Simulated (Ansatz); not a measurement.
# Ge2H7: the cost of one run

Method: cc-pVDZ, all electrons in the functionals, frozen cores in the correlation of double hybrids and RPA; program: Ansatz 0.2.0, Gaussian basis.

The runs, in order: wB97M-V, B2PLYP, RPA-PBE, at 1.534 Å; 1.588 Å; 1.695 Å; 1.802 Å; 1.909 Å.

## 1. The geometry

The geometry derives from fragments relaxed apart (PBE0/def2-TZVP) and kept rigid, so it is no stationary point. A hydrogen atom is moved between rigid fragments. No spin-orbit coupling is included. The filled d shell of Ge may be among the frozen orbitals whatever the setting's name suggests; the logs give the count.

9 atoms, charge 0, spin multiplicity 2.

Atoms are counted from 1 here; the program's logs count them from 0.

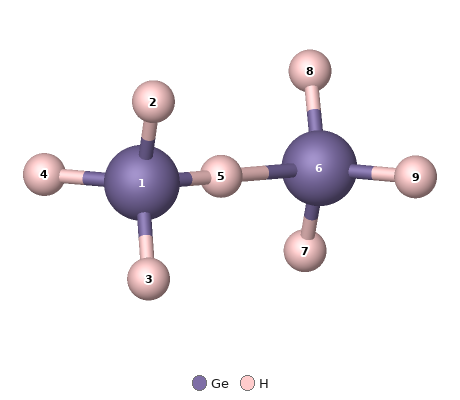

The geometry (germanium purple, hydrogen pink); atoms are numbered from 1 in the order of the file.

No dispersion term is added; wB97M-V holds VV10 nonlocal correlation.

The geometry shown and the zero of energy belong to the point 1.534 Å. The yardstick, UCCSDT(Q), and other wave-function levels (R restricted, U unrestricted, valence and pair active spaces) come from earlier runs.

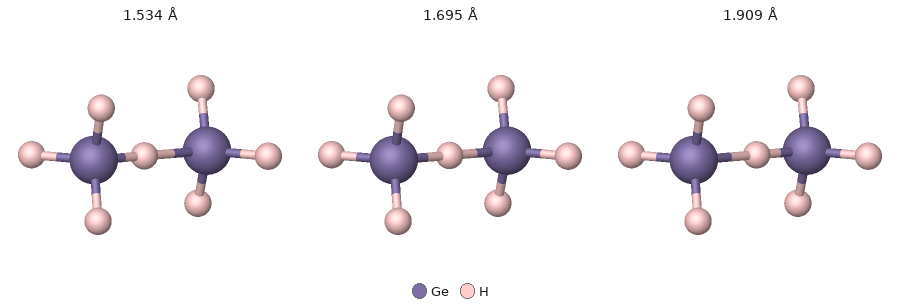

Three points of the scan; sticks are drawn by distance.

## 2. wB97M-V, 1.534 Å

The input, in.yaml:

```yaml
crystal:
  periodic: [false, false, false]
  atoms:
    - {symbol: Ge, position_ang: [-1.717426, 0.000000, 0.000000]}
    - {symbol: H, position_ang: [-2.228876, 1.446599, 0.000000]}
    - {symbol: H, position_ang: [-2.228876, -0.723300, 1.252792]}
    - {symbol: H, position_ang: [-2.228876, -0.723299, -1.252791]}
    - {symbol: H, position_ang: [-0.183076, 0.000000, 0.000000]}
    - {symbol: Ge, position_ang: [1.721574, 0.000000, 0.000000]}
    - {symbol: H, position_ang: [2.190243, -1.465915, 0.000000]}
    - {symbol: H, position_ang: [2.190243, 0.732958, -1.269519]}
    - {symbol: H, position_ang: [2.190243, 0.732957, 1.269519]}
basis:
  gaussian: {orbitals: cc-pVDZ}
magnetization: {spin_polarized: true, initial_magnetization: 1}
hamiltonian: {xc: {name: wB97M-V}}
output: {forces: true, orbitals: {seedname: orbitals}}
```

On the command line:

```bash
$ ansatz run in.yaml --threads 1 --pin off --events-out ev --progress --plain --max-ram 4096MiB --backend cpu
```

**Question.** How long does this run take on 1 thread of AMD EPYC 7R13, shared host, and how much memory does it need?

About 22 s, with a peak of 0.5 GiB.
